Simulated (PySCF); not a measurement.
```xyz
2

Bi    0.0000    0.0000   -0.2955
P     0.0000    0.0000    1.9935
```

Core potentials replace the inner electrons of Bi.

Computed with PySCF, PBE0/cc-pVDZ(-PP), non-relativistic Hamiltonian with scalar-relativistic core potentials where named, at a bond length of 2.289 Å.

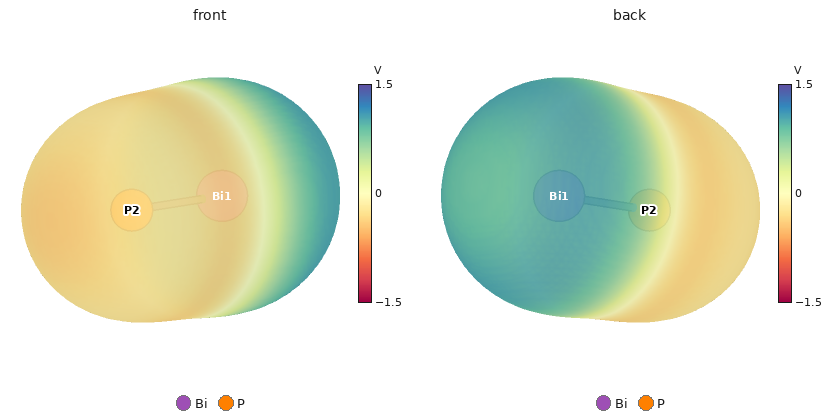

BiP. The electrostatic potential painted on the density surface at 0.002 e/bohr³, seen from the front and from behind; the colour scale runs from red (negative) to blue (positive).

**Describe the electrostatic potential map.**

The most negative region (about −0.4 V, or −9 kcal/mol for a unit charge) lies over P2, the most positive (about +1.0 V, or +23 kcal/mol for a unit charge) over Bi1.
